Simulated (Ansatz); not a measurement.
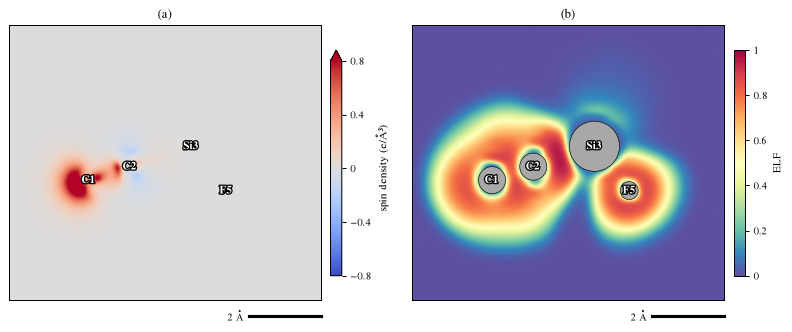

*C2ClF2Si (doublet). (a) spin density (α minus β); (b) ELF on the plane of atoms C2, Si3 and F5. Grey discs cover the atomic cores in the ELF map.*

Geometry: PBE0-D4/def2-TZVP.

Computed with UKS PBE0-D4/def2-TZVPP (Ansatz 0.2.0).

```xyz
6

C     0.9403   -1.7354    1.5512
C     0.5056   -0.9190    0.7719
Si   -0.1492    0.3038   -0.3744
F    -1.0292   -0.4115   -1.4633
F     1.0373    1.0222   -1.1143
Cl   -1.2627    1.6758    0.5827
```

What does the map show?

Atoms in the plane: C, Si and F.
C–C (1.21 Å): the ELF peaks at about 0.80 between the atoms (a short, multiple covalent bond).
Si–F (1.57 Å): the ELF peaks at about 0.85 in the valence shell of F, 0.6 Å from its nucleus, and is about 0.55 at the midpoint.
C–Si (1.80 Å): the ELF peaks at about 0.95 between the atoms (a shared electron pair).
The ELF also peaks beside F5 and C1, away from the bonds: non-bonding electrons, paired or unpaired.
The unpaired spin (1 electron) lies mostly on C1 (about 1.1), in electrons by Hirshfeld's partition, with opposite, polarisation-induced spin on C2.
